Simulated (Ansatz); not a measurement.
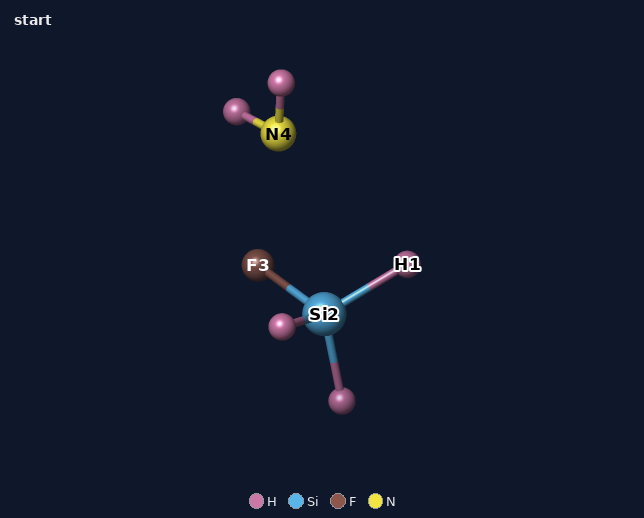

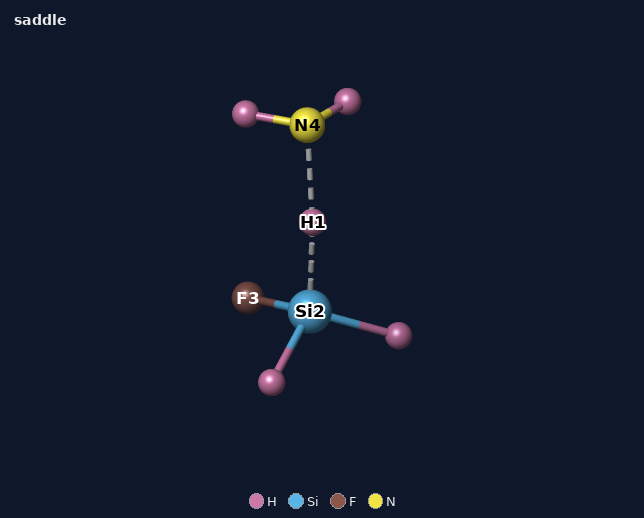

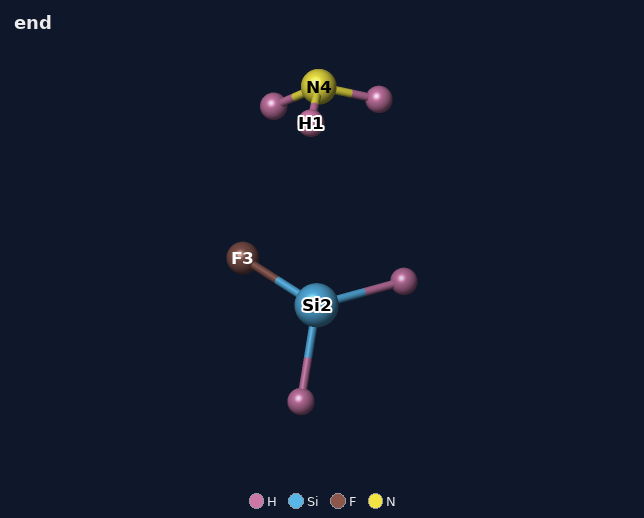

A saddle point and the two end points reached downhill from it. Broken sticks mark bonds that form or break. Charge 0, doublet. Geometries: PBE0-D4/def2-TZVP; all other levels are single points on them, and energies count from the start as drawn. Program: Ansatz 0.2.0. In CBS estimates cores are frozen, and CCSD(T) − MP2 is taken in the smaller basis.

Q: Which bonds form and which break from start to end?

A: Formed: H1–N4; broken: H1–Si2. At the saddle point H1···N4 is 1.54 Å, H1···Si2 is 1.58 Å.

Give the electronic barrier and the reaction energy from start to end in kcal/mol (no zero-point energy) with CCSD(T)/CBS (MP2 limit from def2-TZVPP and def2-QZVPP plus CCSD(T) − MP2); direct RPA on PBE orbitals (frozen core)/def2-TZVPP.

| level | barrier | reaction energy |
| --- | --- | --- |
| CCSD(T)/CBS (MP2 limit from def2-TZVPP and def2-QZVPP plus CCSD(T) − MP2) | 8.8 | −14.2 |
| direct RPA on PBE orbitals (frozen core)/def2-TZVPP | 10.4 | −11.3 |
